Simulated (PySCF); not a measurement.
**GeH3 (SMILES [GeH3]) at UM06-2X/STO-6G**

Aim: the energy change on altering one bond length of GeH3 at UM06-2X/STO-6G, from 2 runs. The job is set up through a Python script.

Program for the calculation: PySCF 2.14.0.

12 further runs of the same task are left out: 2 that didn't finish, 10 set aside as unsound or not needed.

### 1 The system as given

The species is GeH3 (4 atoms), meant as a doublet with charge 0. SMILES: `[GeH3]`. The coordinates come from a PBE0-D4/def2-TZVP relaxation.

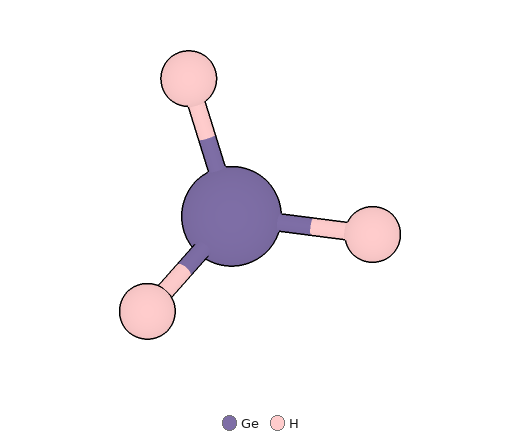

The structure, seen from a chosen angle (germanium purple, hydrogen pink).

### 2 The energy at UM06-2X/STO-6G

Contents of input.py:

```python
from pyscf import gto, dft

mol = gto.M(
    atom='''
Ge     0.405535    -0.237917    -0.471298
H      1.993661     0.207114     1.924308
H     -1.668250    -2.222129    -0.000189
H     -0.730946     2.252931    -1.452821
''',
    charge=0,
    basis='sto-6g',
    unit='bohr',
    max_memory=1860,
    verbose=4,
    spin=1,
)

mf = dft.UKS(mol, xc='m06-2x')
mf.grids.level = 5
mf.conv_tol = 1e-10
mf.kernel()
if not mf.converged:
    mf = mf.newton().run(mf.mo_coeff, mf.mo_occ)

etot = mf.e_tot
print(f'total energy: {etot:.8f} hartree')
```

Started as:

```sh
$ OMP_NUM_THREADS=1 python input.py
```

What it wrote:

```text
PySCF version 2.14.0

[INPUT] num. atoms = 4
[INPUT] num. electrons = 35
[INPUT] charge = 0
[INPUT] spin (= nelec alpha-beta = 2S) = 1
[INPUT] symmetry False subgroup None
[INPUT] Mole.unit = bohr
[INPUT] Symbol           X                Y                Z      unit          X                Y                Z       unit  Magmom
[INPUT]  1 Ge     0.214599880230  -0.125900254490  -0.249400161152 AA    0.405535000000  -0.237917000000  -0.471298000000 Bohr   0.0
[INPUT]  2 H      1.054999967500   0.109600008862   1.018299940391 AA    1.993661000000   0.207114000000   1.924308000000 Bohr   0.0
[INPUT]  3 H     -0.882799882117  -1.175900026524  -0.000100014493 AA   -1.668250000000  -2.222129000000  -0.000189000000 Bohr   0.0
[INPUT]  4 H     -0.386799965613   1.192199742975  -0.768799764746 AA   -0.730946000000   2.252931000000  -1.452821000000 Bohr   0.0

nuclear repulsion = 33.6320952540818
number of shells = 11
number of NR pGTOs = 126
number of NR cGTOs = 21
basis = sto-6g
ecp = {}

******** <class 'pyscf.dft.uks.UKS'> ********
method = UKS
initial guess = minao
damping factor = 0
level_shift factor = 0
DIIS = <class 'pyscf.scf.diis.CDIIS'>
diis_start_cycle = 1
diis_space = 8
diis_damp = 0
SCF conv_tol = 1e-10
SCF conv_tol_grad = None
SCF max_cycles = 50
direct_scf = True
direct_scf_tol = 1e-13
number electrons alpha = 18  beta = 17
XC library pyscf.dft.libxc version 7.0.0
    S. Lehtola, C. Steigemann, M. J.T. Oliveira, and M. A.L. Marques.,  SoftwareX 7, 1–5 (2018)
XC functionals = m06-2x
    Y. Zhao and D. G. Truhlar.,  Theor. Chem. Acc. 120, 215 (2008)
    Y. Zhao and D. G. Truhlar.,  Theor. Chem. Acc. 120, 215 (2008)
radial grids:
    Treutler-Ahlrichs [JCP 102, 346 (1995); DOI:10.1063/1.469408] (M4) radial grids

becke partition: Becke, JCP 88, 2547 (1988); DOI:10.1063/1.454033
pruning grids: <function nwchem_prune>
grids dens level: 5
symmetrized grids: False
atomic radii adjust function: <function treutler_atomic_radii_adjust>
small_rho_cutoff = 0
Set gradient conv threshold to 1e-05
tot grids = 115360
init E= -2065.07310560731
[... the frontier-level lines of each cycle are left out ...]


cycle= 1 E= -2067.22948814058  delta_E= -2.16  |g|= 0.259  |ddm|= 1.51
cycle= 2 E= -2067.27965460614  delta_E= -0.0502  |g|= 0.0749  |ddm|= 0.615
cycle= 3 E= -2067.28414182936  delta_E= -0.00449  |g|= 0.00702  |ddm|= 0.14
cycle= 4 E= -2067.28423004422  delta_E= -8.82e-05  |g|= 0.0021  |ddm|= 0.0212
cycle= 5 E= -2067.28423817301  delta_E= -8.13e-06  |g|= 0.00049  |ddm|= 0.00683
cycle= 6 E= -2067.28423874401  delta_E= -5.71e-07  |g|= 4.59e-05  |ddm|= 0.00226
cycle= 7 E= -2067.28423874946  delta_E= -5.45e-09  |g|= 1.27e-05  |ddm|= 0.000203
cycle= 8 E= -2067.28423875  delta_E= -5.45e-10  |g|= 4.5e-06  |ddm|= 6.22e-05
cycle= 9 E= -2067.28423875012  delta_E= -1.16e-10  |g|= 1.01e-06  |ddm|= 3.49e-05
cycle= 10 E= -2067.28423875012  delta_E= -6.37e-12  |g|= 1.04e-07  |ddm|= 8.68e-06
Extra cycle  E= -2067.28423875012  delta_E= -9.09e-13  |g|= 3.96e-08  |ddm|= 3.17e-07
converged SCF energy = -2067.28423875012  <S^2> = 0.75153909  2S+1 = 2.0015385
total energy: -2067.28423875 hartree
```

Run time: 5.1 s. Hardware: 1 thread of Arm Neoverse V2, shared host; peak memory 0.21 GiB.

### 3 The distorted shape at the same level

Contents of job.py:

```python
from pyscf import gto, dft

system = gto.Mole()
system.atom = 'Ge 0.046524 -0.172999 -0.502934; H 1.055000 0.109600 1.018300; H -1.050876 -1.222999 -0.253634; H -0.554876 1.145101 -1.022334'
system.spin = 1
system.charge = 0
system.max_memory = 1860
system.basis = 'sto-6g'
system.verbose = 4
system.build()

calc0 = dft.UKS(system, xc='m06-2x')
calc0.conv_tol = 1e-10
calc0.grids.level = 5
calc0.kernel()
if not calc0.converged:
    calc0 = calc0.newton().run(calc0.mo_coeff, calc0.mo_occ)

e_tot = calc0.e_tot
print('Final energy', e_tot)
```

Started as:

```sh
$ OMP_NUM_THREADS=1 python job.py
```

What it wrote:

```text
PySCF version 2.14.0

[INPUT] num. atoms = 4
[INPUT] num. electrons = 35
[INPUT] charge = 0
[INPUT] spin (= nelec alpha-beta = 2S) = 1
[INPUT] symmetry False subgroup None
[INPUT] Mole.unit = angstrom
[INPUT] Symbol           X                Y                Z      unit          X                Y                Z       unit  Magmom
[INPUT]  1 Ge     0.046524000000  -0.172999000000  -0.502934000000 AA    0.087917618219  -0.326920729824  -0.950407518732 Bohr   0.0
[INPUT]  2 H      1.055000000000   0.109600000000   1.018300000000 AA    1.993661061416   0.207113983252   1.924308112645 Bohr   0.0
[INPUT]  3 H     -1.050876000000  -1.222999000000  -0.253634000000 AA   -1.985867830878  -2.311133160617  -0.479298795878 Bohr   0.0
[INPUT]  4 H     -0.554876000000   1.145101000000  -1.022334000000 AA   -1.048563673094   2.163927274966  -1.931931267831 Bohr   0.0

nuclear repulsion = 31.7597631386759
number of shells = 11
number of NR pGTOs = 126
number of NR cGTOs = 21
basis = sto-6g
ecp = {}

[... 80 lines left out ...]
converged SCF energy = -2067.24193033313  <S^2> = 0.75140192  2S+1 = 2.0014014
Final energy -2067.2419303331294
```

Wall time 5.4 s (1 thread of Arm Neoverse V2, shared host); peak memory 0.21 GiB.

### 4 What came out

At UM06-2X/STO-6G:

| quantity | value |
| --- | --- |
| first shape: total energy | -2067.28424 Eh |
| first shape: dipole moment | 0.31 D |
| first shape: HOMO energy (highest over α and β) | -4.77 eV |
| first shape: LUMO energy (lowest over α and β) | 1.90 eV |
| first shape: ⟨S²⟩ | 0.752 |
| distorted shape: total energy | -2067.24193 Eh |
| distorted shape: dipole moment | 0.37 D |
| distorted shape: HOMO energy (highest over α and β) | -4.72 eV |
| distorted shape: LUMO energy (lowest over α and β) | 1.84 eV |
| distorted shape: ⟨S²⟩ | 0.751 |
| energy change with the Ge1–H2 bond stretched from 1.539 to 1.847 Å | 1.151 eV |

**Reading.** With the Ge1–H2 bond stretched from 1.539 to 1.847 Å the energy rises by 1.15 eV (111 kJ/mol). The first shape isn't relaxed at this level, so the change isn't measured from a minimum. The minimal basis adds a large error of its own. Mulliken charges (first shape) run from -0.10 on H2 to +0.30 on Ge1. Mulliken charges (distorted shape) run from -0.10 on H3 to +0.30 on Ge1.
